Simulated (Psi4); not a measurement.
# CH3FSi (SMILES F[C][SiH3]) at UPBE/6-311+G(d,p) (sweep point 3)

What is the vertical electron affinity of CH3FSi at UPBE/6-311+G** (sweep point 3)? Input form: a Python script.

The results are computed with Psi4 1.11.

4 further runs of the same task are left out: 4 set aside as unsound or not needed.

## 1. The molecule

CH3FSi: 6 atoms, total charge 0, spin state triplet. As SMILES, `F[C][SiH3]`. The coordinates come from a GFN2-xTB relaxation.

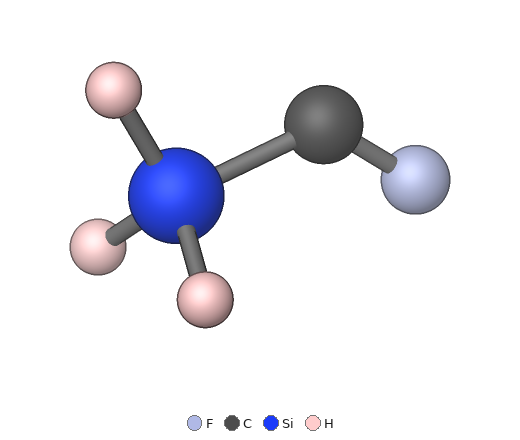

The structure, seen from a chosen angle (fluorine light blue, carbon dark grey, silicon blue, hydrogen pink).

## 2. The energy at UPBE/6-311+G(d,p) (sweep point 3)

The input, ch3fsi.py:

```python
import psi4

psi4.set_memory('1600 MB')
psi4.set_num_threads(1)
psi4.set_output_file('ch3fsi.out', False)

geom = psi4.geometry("""
0 3
F      0.224090    -1.972460     1.187430
C      0.716820    -1.061660     0.372510
Si    -0.092860     0.468300    -0.264490
H     -1.296310     0.138890    -1.040580
H      0.933630     1.077090    -1.098720
H     -0.485360     1.349840     0.843840
symmetry c1
""")

options = {'basis': '6-311+G**', 'reference': 'uks', 'puream': True, 'scf_type': 'pk', 'dft_radial_points': 35, 'dft_spherical_points': 110, 'maxiter': 150}
psi4.set_options(options)

e_tot = psi4.energy('pbe')
print('E =', round(e_tot, 9))
```

Run with:

```
$ python ch3fsi.py
```

ch3fsi.out:

```text
[...]
  Running in c1 symmetry.
[...]
  Nuclear repulsion =   92.501436336060181
[...]
  Multiplicity = 3
[...]
  Nalpha       = 17
  Nbeta        = 15
[...]
    Number of basis functions: 92
[...]
   @UKS iter   1:  -428.69223277873459   -2.29833e-01   6.07678e-03 ADIIS/DIIS
[...]
   @UKS iter   9:  -428.84606402219237   -6.31427e-08   9.47489e-07 DIIS
[...]
   @S^2 Observed:                2.004692262E+00
[...]
    Orbital Energies [Eh]
    ---------------------
    Alpha Occupied:
       1A    -65.403592     2A    -24.313702     3A     -9.986865
       4A     -5.066220     5A     -3.477798     6A     -3.475381
       7A     -3.475258     8A     -1.177364     9A     -0.625179
      10A     -0.526252    11A     -0.448529    12A     -0.447846
      13A     -0.408604    14A     -0.332282    15A     -0.331806
      16A     -0.221966    17A     -0.186239
    Alpha Virtual:
      18A     -0.023822    19A     -0.011941    20A      0.002586
      21A      0.025537    22A      0.025706    23A      0.035250
      24A      0.036675    25A      0.057964    26A      0.073938
[...]
  @UKS Final Energy:  -428.84606402219237
   => Energetics <=
    Nuclear Repulsion Energy =             92.5014363360601806
    One-Electron Energy =                -776.7838706229954369
    Two-Electron Energy =                 292.9841461709447117
    DFT Exchange-Correlation Energy =     -37.5477759062017782
    Empirical Dispersion Energy =           0.0000000000000000
    VV10 Nonlocal Energy =                  0.0000000000000000
    Total Energy =                       -428.8460640221923654
[...]
 Multipole Moments:
 ------------------------------------------------------------------------------------
     Multipole            Electronic (a.u.)      Nuclear  (a.u.)        Total (a.u.)
 ------------------------------------------------------------------------------------
 L = 1.  Multiply by 2.5417464519 to convert [e a0] to [Debye]
 Dipole X            :          1.0918245           -1.2953166           -0.2034921
 Dipole Y            :         -4.9500269            5.3292994            0.3792725
 Dipole Z            :          2.7425805           -2.8992431           -0.1566626
 Magnitude           :                                                    0.4580391
[...]
```

The script printed:

```text
E = -428.846064022
```

Wall time 3.3 s (1 thread of Intel Xeon Platinum 8488C (Sapphire Rapids), shared host); peak memory 0.38 GiB.

## 3. The doublet anion

The input, job.py:

```python
import psi4

psi4.set_memory('1600 MB')
psi4.set_num_threads(1)
psi4.core.set_output_file('psi4.out', False)

m = psi4.geometry("""
-1 2
F      0.224090    -1.972460     1.187430
C      0.716820    -1.061660     0.372510
Si    -0.092860     0.468300    -0.264490
H     -1.296310     0.138890    -1.040580
H      0.933630     1.077090    -1.098720
H     -0.485360     1.349840     0.843840
units angstrom
symmetry c1
""")

psi4.set_options({
    'basis': '6-311+G**',
    'reference': 'uks',
    'puream': True,
    'scf_type': 'pk',
    'dft_radial_points': 35,
    'dft_spherical_points': 110,
    'maxiter': 150,
})

E = psi4.energy('pbe', molecule=m)
print(f'total energy {E:.8f} hartree = {E * 27.211386:.5f} eV')
for k, v in sorted(psi4.core.scalar_variables().items()):
    print(f'{k:45s} {v:18.10f}')
```

Run with:

```
$ python job.py
```

psi4.out:

```text
[...]
  Running in c1 symmetry.
[...]
  Nuclear repulsion =   92.501436336060181
[...]
  Multiplicity = 2
[...]
  Nalpha       = 17
  Nbeta        = 16
[...]
    Number of basis functions: 92
[...]
   @UKS iter   1:  -428.49148586552229   -2.90857e-02   8.81221e-03 DIIS/ADIIS
[...]
   @UKS iter  11:  -428.87174295336558   -2.68782e-08   5.95063e-07 DIIS
[...]
   @S^2 Observed:                7.573286107E-01
[...]
    Orbital Energies [Eh]
    ---------------------
    Alpha Occupied:
       1A    -65.184647     2A    -24.072375     3A     -9.710583
       4A     -4.847855     5A     -3.258438     6A     -3.258142
       7A     -3.256421     8A     -0.939510     9A     -0.382169
      10A     -0.307026    11A     -0.218307    12A     -0.209485
      13A     -0.171323    14A     -0.135313    15A     -0.135122
      16A      0.059550    17A      0.059712
    Alpha Virtual:
      18A      0.122440    19A      0.130889    20A      0.145180
      21A      0.146465    22A      0.176045    23A      0.201515
      24A      0.211102    25A      0.211332    26A      0.227244
[...]
  @UKS Final Energy:  -428.87174295336558
   => Energetics <=
    Nuclear Repulsion Energy =             92.5014363360601806
    One-Electron Energy =                -784.0048819115072547
    Two-Electron Energy =                 300.3887472687289346
    DFT Exchange-Correlation Energy =     -37.7570446466473939
    Empirical Dispersion Energy =           0.0000000000000000
    VV10 Nonlocal Energy =                  0.0000000000000000
    Total Energy =                       -428.8717429533655832
[...]
 Multipole Moments:
 ------------------------------------------------------------------------------------
     Multipole            Electronic (a.u.)      Nuclear  (a.u.)        Total (a.u.)
 ------------------------------------------------------------------------------------
 L = 1.  Multiply by 2.5417464519 to convert [e a0] to [Debye]
 Dipole X            :          0.4848090           -1.2953166           -0.8105076
 Dipole Y            :         -5.3019798            5.3292994            0.0273195
 Dipole Z            :          3.2423210           -2.8992431            0.3430779
 Magnitude           :                                                    0.8805517
[...]
```

The script printed:

```text
total energy -428.87174295 hartree = -11670.19454 eV
CURRENT ENERGY                                   -428.8717429534
CURRENT REFERENCE ENERGY                         -428.8717429534
DD SOLVATION ENERGY                                 0.0000000000
DFT FUNCTIONAL TOTAL ENERGY                      -428.8717429534
DFT TOTAL ENERGY                                 -428.8717429534
DFT VV10 ENERGY                                     0.0000000000
DFT XC ENERGY                                     -37.7570446466
GRID ELECTRONS ALPHA                               17.0001141005
GRID ELECTRONS BETA                                16.0000910784
GRID ELECTRONS TOTAL                               33.0002051788
NUCLEAR REPULSION ENERGY                           92.5014363361
ONE-ELECTRON ENERGY                              -784.0048819115
PCM POLARIZATION ENERGY                             0.0000000000
PE ENERGY                                           0.0000000000
SCF ITERATION ENERGY                             -428.8717429534
SCF ITERATIONS                                     11.0000000000
SCF TOTAL ENERGY                                 -428.8717429534
TWO-ELECTRON ENERGY                               300.3887472687
XC GRID RADIAL POINTS                              35.0000000000
XC GRID SPHERICAL POINTS                          110.0000000000
XC GRID TOTAL POINTS                            22824.0000000000
```

Run time: 3.6 s. Hardware: 1 thread of Intel Xeon Platinum 8488C (Sapphire Rapids), shared host; peak memory 0.38 GiB.

## 4. Outcome

At UPBE/6-311+G** (sweep point 3):

| quantity | value |
| --- | --- |
| triplet CH3FSi: total energy | -428.84606 Eh |
| triplet CH3FSi: dipole moment | 1.16 D |
| triplet CH3FSi: HOMO energy (highest over α and β) | -5.07 eV |
| triplet CH3FSi: LUMO energy (lowest over α and β) | -3.58 eV |
| triplet CH3FSi: ⟨S²⟩ | 2.005 |
| doublet anion: total energy | -428.87174 Eh |
| doublet anion: HOMO energy (highest over α and β) | 1.99 eV |
| doublet anion: LUMO energy (lowest over α and β) | 3.11 eV |
| doublet anion: ⟨S²⟩ | 0.757 |
| vertical electron affinity (to the doublet anion) | 0.699 eV |

**Reading.** At fixed nuclei the extra electron is bound by 0.70 eV (67.4 kJ/mol). The HOMO (doublet anion) lies at positive energy, 1.99 eV, as semi-local functionals often give for anions; only total energies tell whether the electron is bound.
